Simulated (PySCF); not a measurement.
**H6Si2, SMILES `[SiH3][SiH3]`: what the electrons do**

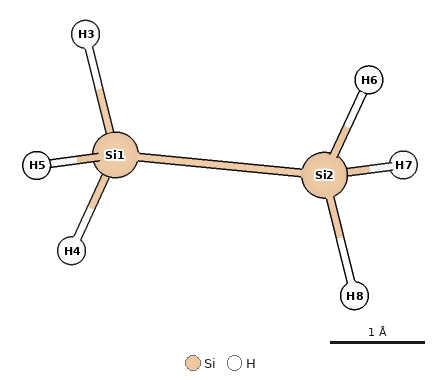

The molecule, with its atoms numbered as below. No frequency check shows the geometry to be a minimum.

Coordinates in Å:

```
Si1     -1.1527    0.0003   -0.0001
Si2      1.1525    0.0001    0.0001
H3      -1.7147    0.9302   -0.9832
H4      -1.7103   -1.3225   -0.3124
H5      -1.7150    0.3867    1.2967
H6       1.7147    1.3170    0.3108
H7       1.7147   -0.3895   -1.2958
H8       1.7144   -0.9276    0.9853
```

### 1. In an electric field

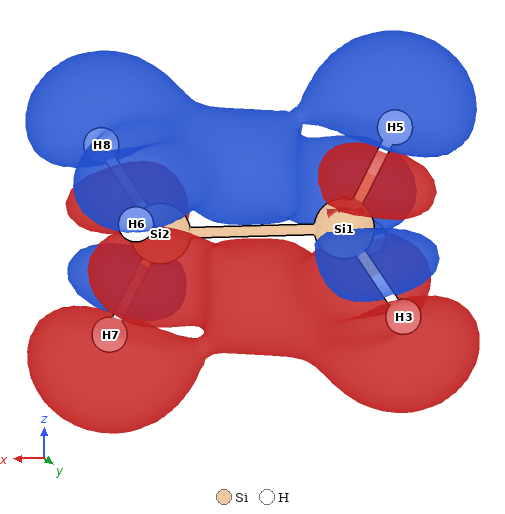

Change of the electron density in a uniform field of 0.21 V/Å, surfaces at ±0.001 e/Å³ (red: gain, blue: loss).

PySCF calculation, TPSS/def2-SVPD, gas phase; geometry: GFN2-xTB.

**Along which Cartesian direction does the field point?**

Along +z: electrons gather on the −z side, against the field.

**What dipole is induced, and what polarisability does it imply?**

The induced dipole is 0.55 D (along the field); α along this axis, from the fields in both directions, is 54 bohr³ (8.0 Å³).

**Which atoms gain and lose the most charge?**

Electrons gather most on H7 (Hirshfeld charge changes by −0.010 e) and leave H5 most (+0.010 e); 0.052 electrons are displaced in all.

### 2. Localised orbitals

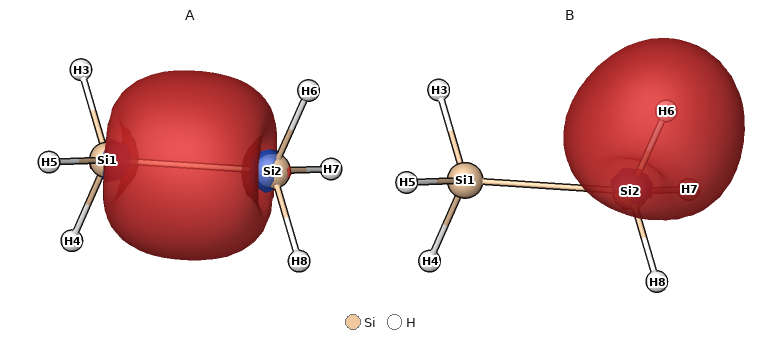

Pipek–Mezey orbitals, occupied; each surface holds about 85 % of the orbital's density. Energies are diagonal elements of the Fock matrix.

Computed with PySCF, PBE0/6-31G*, geometry: GFN2-xTB.

**What does each orbital represent in a Lewis picture?**

By panel:
- A: σ bond Si2–Si1 (Si2 50 %, Si1 50 %; −11.1 eV)
- B: σ bond H6–Si2 (H6 53 %, Si2 47 %; −11.2 eV)

**How do all the valence pairs divide up?**

7 pairs: 7 σ bonds.

### 3. Stretching a bond

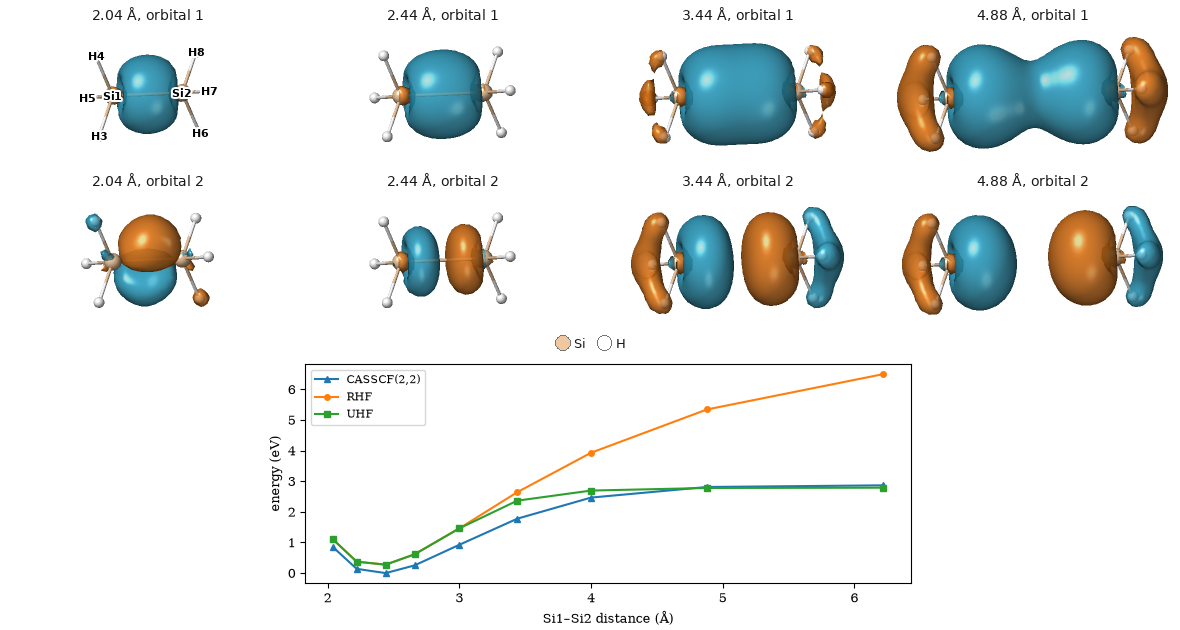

Rigid stretch of the Si1–Si2 bond. The two CASSCF(2,2) natural orbitals nearest half filling (orbital 1 the more occupied). Below: energies along the scan, from the lowest point of the three curves.

Method: def2-TZVP basis; geometry: GFN2-xTB; program: PySCF.

**How do the occupations change along the stretch?**

2.04 Å: 1.98 and 0.02; 2.44 Å: 1.98 and 0.02; 3.44 Å: 1.83 and 0.17; 4.88 Å: 1.26 and 0.74. At the longest distance computed (6.22 Å) they are 1.05 and 0.95, and the effective number of unpaired electrons is 2.0.

**Where does the UHF solution part from RHF?**

Between 3.00 Å (⟨S²⟩ = 0, the two coincide) and 3.44 Å (⟨S²⟩ = 0.55); at 6.22 Å ⟨S²⟩ is 1.01 and UHF lies 3.7 eV below RHF.

**How much energy does the stretch cost?**

By CASSCF, 2.9 eV from the lowest point of the scan (2.44 Å) to 6.22 Å; RHF gives 6.2 eV from its own lowest point. The fragments aren't relaxed and dynamic correlation is missing, so this isn't a bond dissociation energy.

The PySCF runs shown took 31 s, 3.3 s and 7 min on 1 thread of Arm Neoverse V1, with other jobs on the host.
